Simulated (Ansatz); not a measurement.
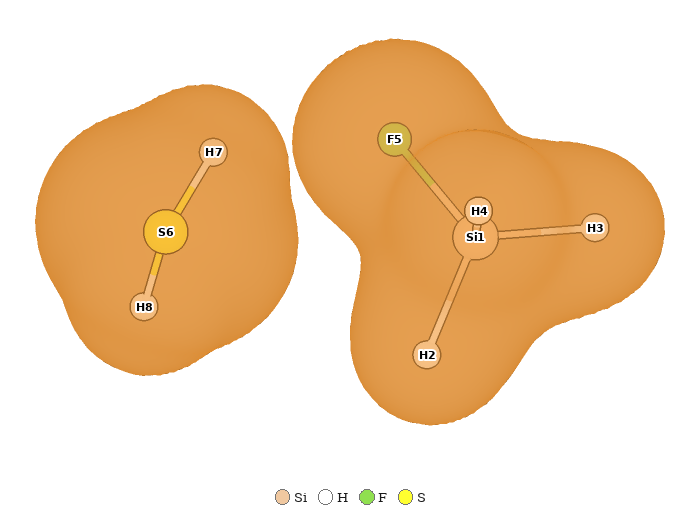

Figure 1: FH3Si···H2S. Isosurface of the total electron density at 0.1 e/Å³ (orange), seen across its widest extent.

Computed with Ansatz, RKS B3LYP-D4/def2-SVP.

```xyz
8

Si    0.3779    0.0918   -0.1616
H     0.4970    0.1822    1.3156
H     1.7200   -0.1331   -0.7657
H    -0.2472    1.3075   -0.7386
F    -0.5404   -1.2111   -0.5395
S    -3.0559    0.1353    1.2108
H    -2.6122   -0.8081    0.3487
H    -2.5748   -0.5433    2.2780
```

> Which contacts does the surface bridge?

At this value the surface falls into two separate pieces. It bridges the sampled Si–F (1.64 Å), S–H (1.35 Å) and Si–H (1.48 Å) contacts, where the density stays above the isovalue. It is pinched off along the sampled F···H (2.29 Å) contacts. On the grid the lowest density along these lines, outside the cores, is 0.09 e/Å³ (F···H, 2.29 Å), 0.82 e/Å³ (Si–F, 1.64 Å), 1.4 e/Å³ (S–H, 1.35 Å) and 0.79 e/Å³ (Si–H, 1.48 Å).
